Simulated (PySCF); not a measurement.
System: C₃H₄F₂S (SMILES FC1(F)CSC1).

```xyz
10

F    -0.8092    0.0421    1.8624
C    -0.2739    0.3607    0.6260
F    -0.2044    1.7266    0.5156
C    -1.1283   -0.3088   -0.4777
S     0.3144   -0.9171   -1.3168
C     1.0931   -0.2760    0.2476
H    -1.7298   -1.0073    0.0155
H    -1.7245    0.4101   -1.0457
H     1.5518   -1.0297    0.9025
H     1.8990    0.3576   -0.1303
```

Geometry: GFN2-xTB, MD frame at 250 fs, 400 K.

All numbers below come from PySCF 2.14.0, PBE0/def2-SVPD, SCF density, gas phase.

Question: What can the converged electron density and electron localisation function tell about the bonding?

Answer: C–F (1.38 Å): the density is about 2.1 e/Å³ at the midpoint, with its minimum of 1.6 e/Å³ about 0.5 Å from C; the ELF peaks at about 0.85 between the atoms (a polar covalent bond).
C–C (1.55 Å): the density is about 1.6 e/Å³ at the midpoint; the ELF peaks at about 0.95 between the atoms, as expected for a shared electron pair.

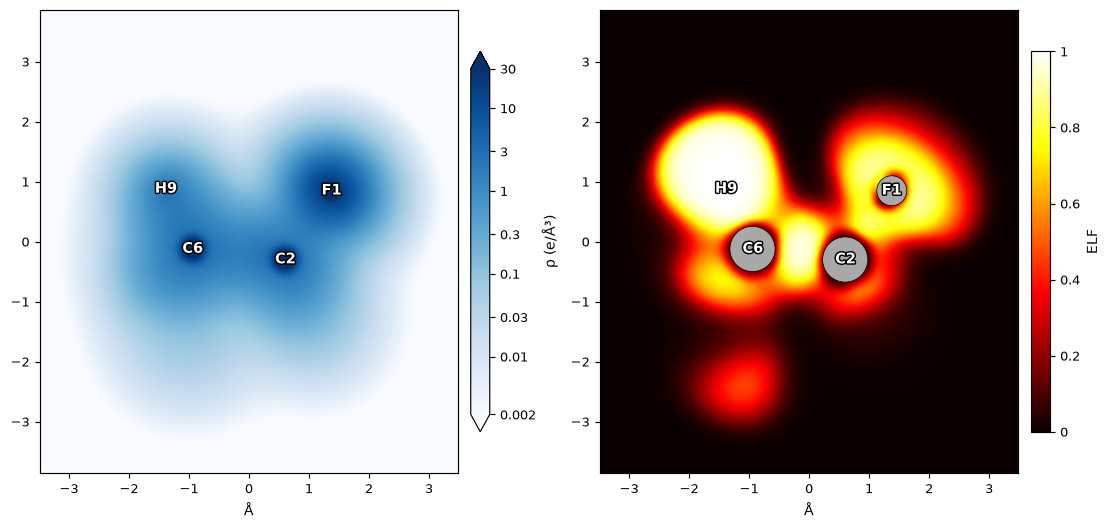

Computed electron density and electron localisation function on the plane of atoms F1, C2 and C6, in this order. Grey discs cover the atomic cores in the ELF map. 
